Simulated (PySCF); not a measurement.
**Single-point calculation of C5H9F3OSi2**

The run: single-point calculation of C5H9F3OSi2, SMILES C#C[Si@@H](C)O[Si@H](C)C(F)(F)F. Method and program: HSE06/6-31G* single-point energy, gas phase (PySCF 2.14.0).

The geometry comes from this level: GFN1-xTB.

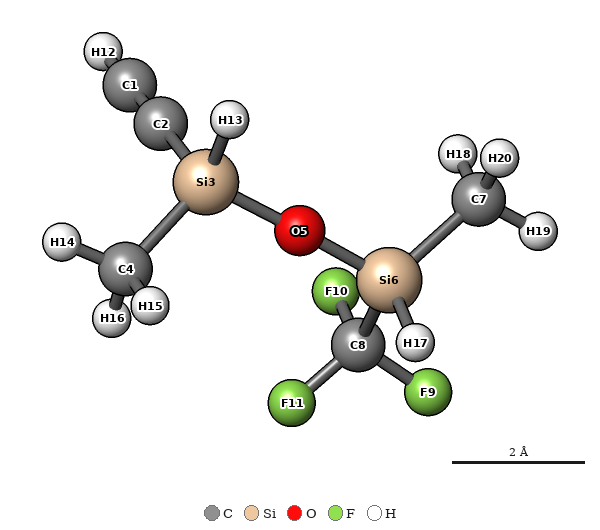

**Figure 1.** The input geometry (ball-and-stick view, seen at a tilt; atoms are numbered from 1 in the order of the input).

**Key numbers**

```tsv
quantity	value
outcome	converged
total energy	−1148.925939 hartree
HOMO	−7.55 eV
LUMO	−0.44 eV
dipole moment	2.13 D
hardware	1 CPU thread, shared host
wall time	74 s
peak memory	0.72 GiB
```

**Input file**
```
{"job": {"xc": "HSE06", "basis": "6-31G*", "kind": "sp"}, "charge": 0, "multiplicity": 1}
C     -2.865579     0.665325     2.011419
C     -2.361174     0.043658     1.102670
Si    -1.623078    -0.906799    -0.294155
C     -2.360212    -0.326549    -1.944923
O      0.029035    -0.630620    -0.299133
Si     1.630263    -0.279109    -0.299998
C      2.511209    -0.960772     1.233644
C      1.789600     1.656071    -0.249811
F      3.095365     2.023390    -0.331048
F      1.333527     2.181947     0.911373
F      1.158046     2.325561    -1.236863
H     -3.300369     1.212407     2.809856
H     -1.785618    -2.325575    -0.061055
H     -3.446337    -0.454139    -2.002878
H     -1.944475    -0.865058    -2.804366
H     -2.169322     0.736583    -2.135413
H      2.188860    -0.751325    -1.550828
H      2.084846    -0.570469     2.166103
H      3.577237    -0.711220     1.261924
H      2.453027    -2.052626     1.310769
```

The first line tells a small driver script what to run in PySCF; the rest is the geometry in Å.

Launched with:
```bash
OMP_NUM_THREADS=1 python <driver script> task.json out
```

**The program's output**
```
coarse grid: 18608 points
cycle   1  E = -1148.7133791059  dE =  1.225e+00  |g| = 1.196e+00  |ddm| = 4.231e+00
cycle   2  E = -1148.2783098088  dE =  4.351e-01  |g| = 1.940e+00  |ddm| = 2.209e+00
cycle   3  E = -1148.9760234579  dE = -6.977e-01  |g| = 2.336e-01  |ddm| = 1.528e+00
cycle   4  E = -1148.9869265202  dE = -1.090e-02  |g| = 1.003e-01  |ddm| = 2.742e-01
cycle   5  E = -1148.9883892193  dE = -1.463e-03  |g| = 6.259e-02  |ddm| = 1.093e-01
cycle   6  E = -1148.9893776445  dE = -9.884e-04  |g| = 1.220e-02  |ddm| = 5.143e-02
cycle   7  E = -1148.9894092335  dE = -3.159e-05  |g| = 2.480e-03  |ddm| = 1.057e-02
cycle   8  E = -1148.9894121076  dE = -2.874e-06  |g| = 4.974e-04  |ddm| = 2.336e-03
final grid: 174264 points
cycle   9  E = -1148.9259008172  dE = -3.569e-05  |g| = 1.481e-02  |ddm| = 2.796e-02
cycle  10  E = -1148.9258675599  dE =  3.326e-05  |g| = 2.051e-02  |ddm| = 2.134e-02
cycle  11  E = -1148.9259387146  dE = -7.115e-05  |g| = 1.196e-03  |ddm| = 1.230e-02
cycle  12  E = -1148.9259390496  dE = -3.351e-07  |g| = 2.292e-04  |ddm| = 1.209e-03
cycle  13  E = -1148.9259390575  dE = -7.840e-09  |g| = 1.370e-04  |ddm| = 2.688e-04
cycle  14  E = -1148.9259390613  dE = -3.776e-09  |g| = 6.506e-05  |ddm| = 1.366e-04
cycle  15  E = -1148.9259390624  dE = -1.106e-09  |g| = 9.452e-06  |ddm| = 5.578e-05
cycle  16  E = -1148.9259390624  dE = -2.888e-11  |g| = 2.400e-06  |ddm| = 9.941e-06
```

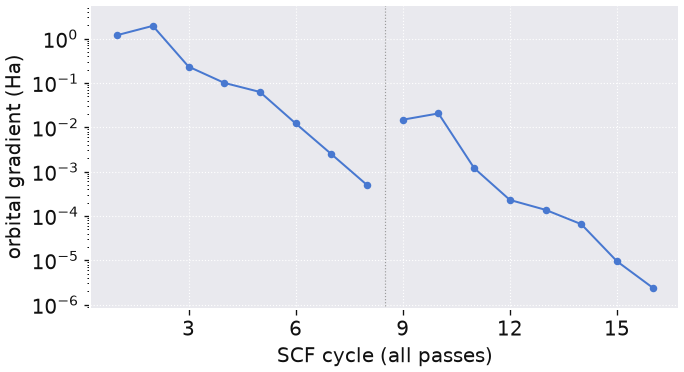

**Figure 2.** Convergence of the self-consistent field: orbital gradient against the SCF cycle. The dotted line marks the change from a coarse to the final integration grid. The first 8 cycles use a coarse grid, the final grid takes over at cycle 9, and the field converges after 16 cycles in all.

```
converged SCF energy = -1148.9259390624
```
